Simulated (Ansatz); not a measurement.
# CClF3 (SMILES FC(F)(F)Cl): revPBE/def2-SVPD

Aim: the vertical ionisation energy of CClF3 at revPBE/def2-SVPD, from 2 runs. 

The calculation is run with Ansatz 0.2.0.

## 1. The molecule

CClF3 has 5 atoms, charge 0, and is taken as a singlet. SMILES: `FC(F)(F)Cl`. The shape is that of a PBE0-D4/def2-TZVP optimisation.

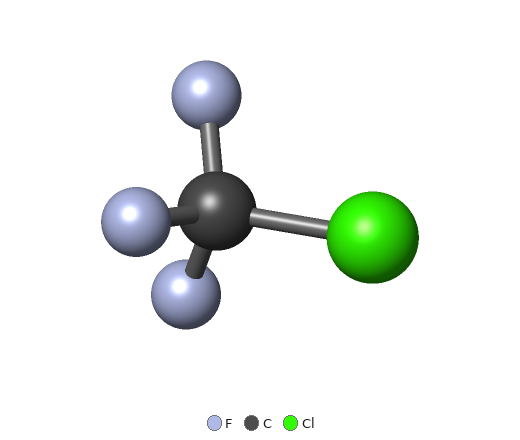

Viewed from a chosen angle; fluorine light blue, carbon dark grey, chlorine green.

## 2. The energy at revPBE/def2-SVPD

The input, job.yaml:

```yaml
basis:
  gaussian: {orbitals: def2-SVPD}
crystal:
  periodic: [false, false, false]
  atoms:
    - {symbol: F, position_ang: [0.213700, 0.019100, 1.326100]}
    - {symbol: C, position_ang: [-0.002200, -0.082500, 0.026100]}
    - {symbol: F, position_ang: [-1.249600, -0.474600, -0.167100]}
    - {symbol: F, position_ang: [0.811700, -0.999000, -0.468500]}
    - {symbol: Cl, position_ang: [0.276300, 1.463300, -0.758000]}
accuracy: high
output: {orbitals: {seedname: orbitals}}
hamiltonian: {xc: {name: revPBE}}
```

Run with:

```sh
$ ansatz run job.yaml --threads 1 --pin off --max-ram 3480MiB --events-out events.jsonl --progress --plain --runs-dir runs
```

What it wrote:

```text
Warning: RAYON_NUM_THREADS=1 ignored (pool sized by the plan → 1); use --threads N
Functional definition: revPBE
  name "revPBE"
  parameter kappa = 1.245
  parameter beta = 0.06672455060314922
  exchange = pbe_x(kappa = kappa, mu = beta*pi^2/3)
  correlation = pbe_c(beta = beta)
2299 factors; integrals over basis functions are off by at most 3.4e-9 eV
mean field evaluation 1: about -21692.6332 eV, gradient 3.9e1 eV
mean field evaluation 2: about -21687.6219 eV, gradient 7.1e1 eV
mean field evaluation 4: about -21694.7814 eV, gradient 1.1e0 eV
mean field evaluation 8: about -21694.7799 eV, gradient 2.0e-2 eV
mean field evaluation 16: about -21694.7799 eV, gradient 2.4e-6 eV
mean field -21694.77990815 eV, -797.2684563745 hartree, gradient 2.3e-8 eV, S^2 0.000000; 0 other end points of the search recorded, 0 dependent functions left out
reference -21694.77991230 eV, -797.2684565269 hartree; 25, 25 occupied and 91, 91 virtual orbitals, 2299 factors
Total energy: -21694.77991230 eV, -797.2684565269 hartree
```

Run time: 8.4 s. Hardware: 1 thread of Arm Neoverse V1, shared host; peak memory 0.32 GiB.

## 3. The doublet cation at the same level

job.yaml, as its differences from that of step 2:

```diff
@@ -1,3 +1 @@
-basis:
-  gaussian: {orbitals: def2-SVPD}
 crystal:
@@ -10,4 +8,12 @@
     - {symbol: Cl, position_ang: [0.276300, 1.463300, -0.758000]}
+basis:
+  gaussian:
+    orbitals: def2-SVPD
+total_charge: 1
+output: {orbitals: {seedname: orbitals}}
+magnetization:
+  spin_polarized: true
+  initial_magnetization: 1
+hamiltonian:
+  xc: {name: revPBE}
 accuracy: high
-output: {orbitals: {seedname: orbitals}}
-hamiltonian: {xc: {name: revPBE}}
```

Run with:

```sh
$ ansatz run job.yaml --threads 1 --pin off --max-ram 3480MiB --events-out events.jsonl --progress --plain --runs-dir runs
```

What it wrote, cut to the lines that bear on the results:

```text
Warning: RAYON_NUM_THREADS=1 ignored (pool sized by the plan → 1); use --threads N
Functional definition: revPBE
  name "revPBE"
[...]
2299 factors; integrals over basis functions are off by at most 3.3e-9 eV
[...]
mean field -21682.19696690 eV, -796.8060418126 hartree, gradient 3.1e-8 eV, S^2 0.751908; 8 other end points of the search recorded, 0 dependent functions left out
reference -21682.19697148 eV, -796.8060419811 hartree; 25, 24 occupied and 91, 92 virtual orbitals, 2299 factors
Total energy: -21682.19697148 eV, -796.8060419811 hartree
```

Run time: 2 min. Hardware: 1 thread of Arm Neoverse V1, shared host; peak memory 0.44 GiB.

## 4. What came out

Level: revPBE/def2-SVPD.

| quantity | value |
| --- | --- |
| singlet CClF3: total energy | -797.26846 Eh |
| singlet CClF3: HOMO energy | -8.55 eV |
| singlet CClF3: LUMO energy | -1.21 eV |
| singlet CClF3: HOMO–LUMO gap | 7.35 eV |
| doublet cation: total energy | -796.80604 Eh |
| doublet cation: HOMO energy (highest over α and β) | -16.56 eV |
| doublet cation: LUMO energy (lowest over α and β) | -16.46 eV |
| doublet cation: ⟨S²⟩ | 0.752 |
| vertical ionisation energy (to the doublet cation) | 12.583 eV |

**Reading.** Removing an electron at fixed nuclei costs 12.58 eV (290 kcal/mol). −ε(HOMO) before ionisation, 8.55 eV, is 4.03 eV below this ionisation energy.
